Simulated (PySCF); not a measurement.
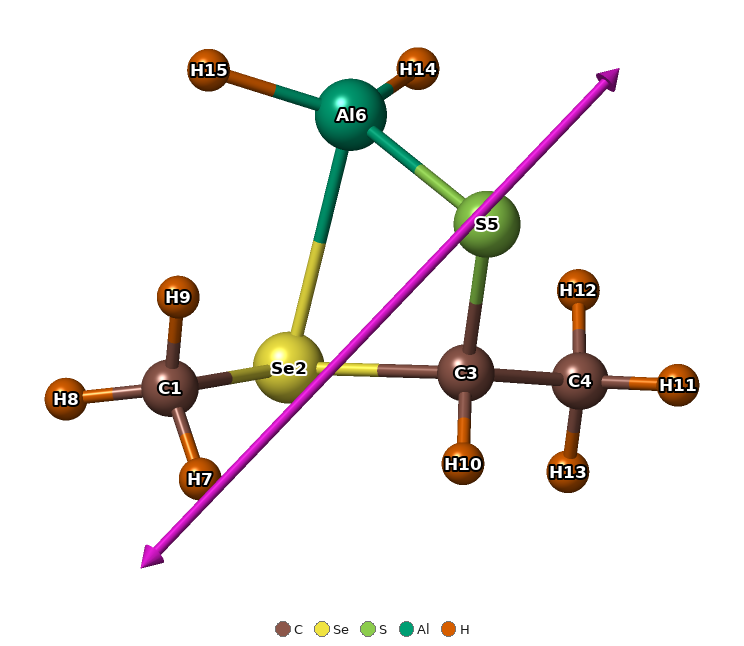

The double arrow shows the direction of the transition dipole to excited singlet state 5 (its length means nothing). Computed geometry: GFN2-xTB optimisation. No frequency run is at hand to confirm it as a minimum. Properties computed with TDDFT ωB97X-D/def2-SVPD, vertical, gas phase, core orbitals frozen in the response (PySCF 2.14.0).

Give its energy, strength and character.

Answer. 6.15 eV (202 nm), oscillator strength 0.031, mainly HOMO → LUMO+2 (weight 0.61); transition dipole 1.15 D.

The geometry is semi-empirical. Around Al, Se such bond lengths and angles can be off by a tenth of an ångström or more and by several degrees, and values that hang on the shape move with them.
